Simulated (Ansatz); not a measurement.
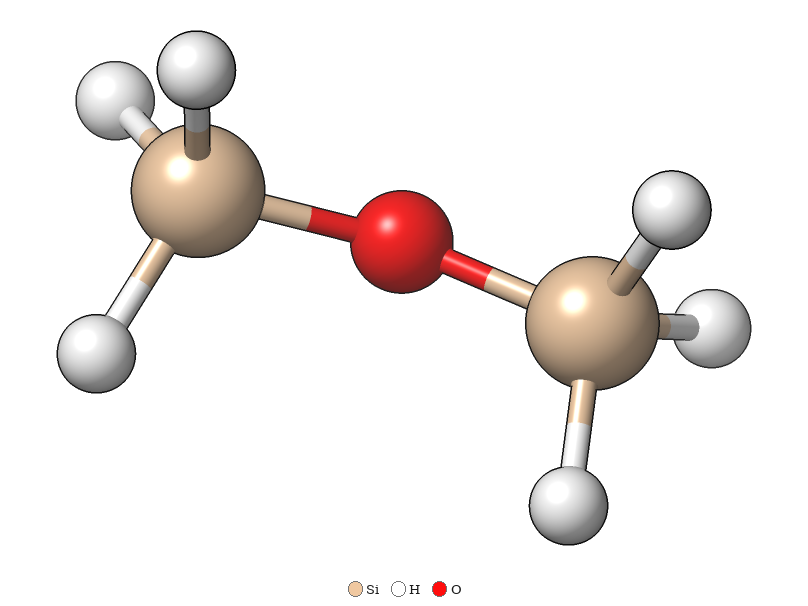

A ball-and-stick model of a molecule. Every bond is drawn as one stick, whatever its order.

The computed structure is the end point of a PBE0-D4/def2-TZVP optimisation.

Description:

It has 9 atoms: 6 hydrogen, 1 oxygen and 2 silicon (H6OSi2). Coordination: 2 Si tetrahedral; 1 O bent.

The parts below concern this one geometry. Atoms keep their numbers from picture to picture.

**Vibrations**

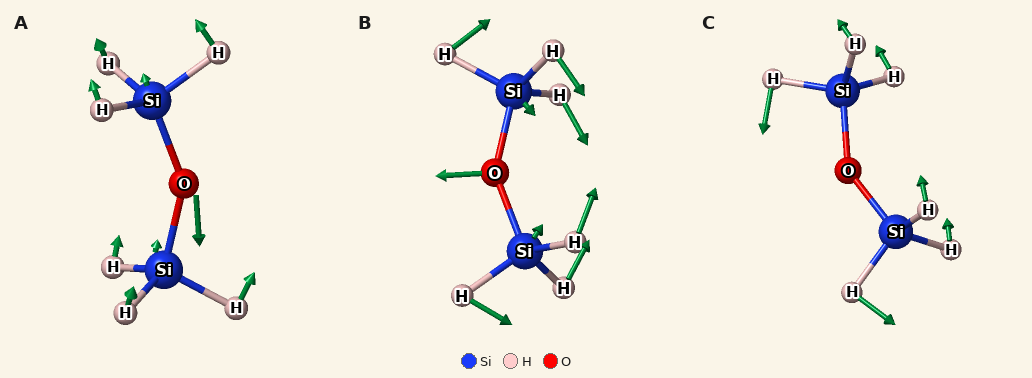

3 normal modes of one molecule or complex, as arrows. Harmonic vibrations computed with RKS PBE0-D4/def2-TZVP (Ansatz 0.2.0) at a stationary point of the same level.

Match the panels to the wavenumbers 89 cm⁻¹, 717 cm⁻¹, 1137 cm⁻¹.

A: 1137 cm⁻¹, out-of-phase stretching of 2 O–Si bonds
B: 89 cm⁻¹, Si–O–Si bending
C: 717 cm⁻¹, H–Si–O bending

**Electronic properties**

Level of theory: RKS CAM-B3LYP-D4/def2-TZVPP (Ansatz 0.2.0).

Estimate the dispersion correction.

−13.3 kJ/mol.

**Dipole moment**

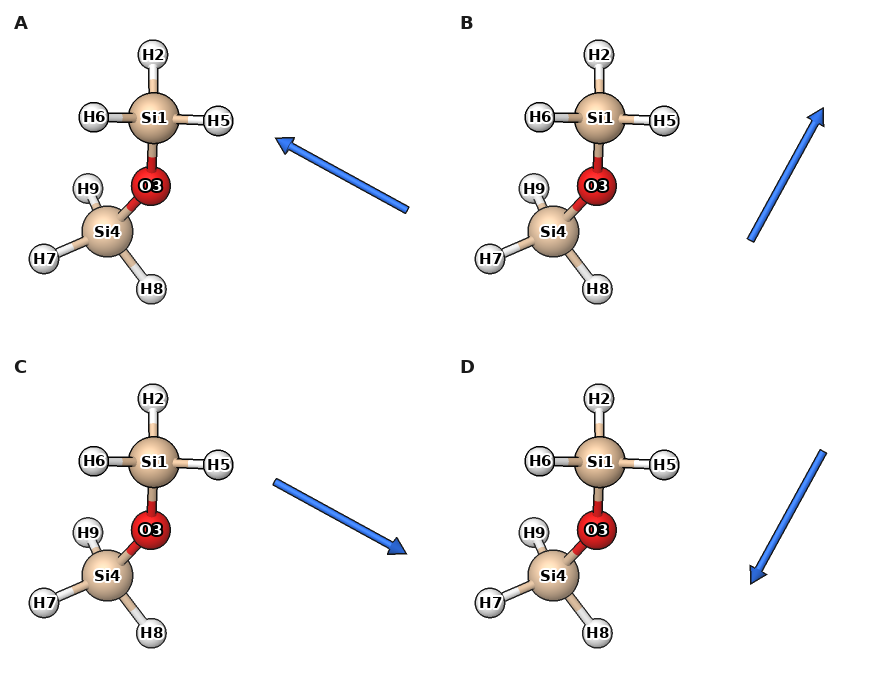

The same molecule four times, each with an arrow. Properties computed with RKS PBE0-D4/def2-TZVP (Ansatz 0.2.0).

Which arrow points along the dipole moment, from the negative to the positive end?

A. The dipole moment is 0.28 D; it points from the side of H5, H8 to the side of H6, H9 (the outermost atoms at the two ends).
